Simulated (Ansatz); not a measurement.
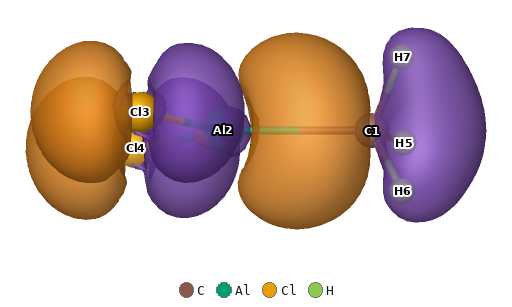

Figure 1: CH$_{3}$AlCl$_{2}$ (SMILES [CH3][Al]([Cl])[Cl]). The HOMO at ±0.1 Å⁻³ᐟ² (orange and purple are the two phases), seen from one side.

Geometry: r2SCAN-D4/def2-SVP.

The calculation used isolated molecule in a Gaussian basis; Kohn-Sham density functional theory, functional PBE0 (Ansatz).

```yaml
atoms:
  - { symbol: C, position_ang: [-1.0879, -0.1463, -0.6881] }
  - { symbol: Al, position_ang: [0.5430, 0.4963, 0.1199] }
  - { symbol: Cl, position_ang: [2.1300, -0.8101, 0.5616] }
  - { symbol: Cl, position_ang: [0.8375, 2.5207, 0.6033] }
  - { symbol: H, position_ang: [-1.8296, 0.6545, -0.8314] }
  - { symbol: H, position_ang: [-1.5470, -0.9348, -0.0681] }
  - { symbol: H, position_ang: [-0.8809, -0.6020, -1.6713] }
```

Q: Where does this orbital lie, and at what energy?

A: Its weight (Hirshfeld) is mainly on C1 (about 35 %), Cl3 (about 20 %), Cl4 (about 20 %) and Al2 (about 15 %). Its energy is −8.93 eV.
